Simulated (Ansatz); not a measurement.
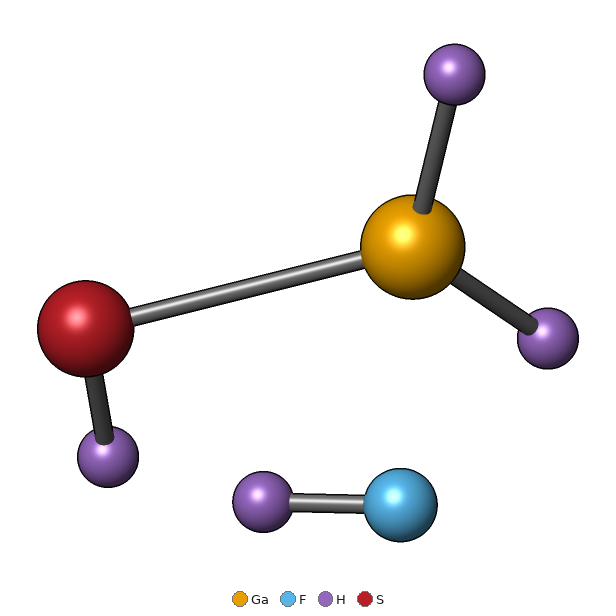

Sticks follow a distance rule. Harmonic vibrations computed with RKS PBE0-D4/def2-TZVP (Ansatz 0.2.0) at a stationary point of the same level.

**Minimum or transition state?**

A minimum: no imaginary frequency, and the lowest mode lies at 158 cm⁻¹.

**List the wavenumbers.**

15 modes: 158, 184, 306, 372, 399, 423, 637, 670, 713, 727, 824, 2017, 2034, 2717, 3353 cm⁻¹.
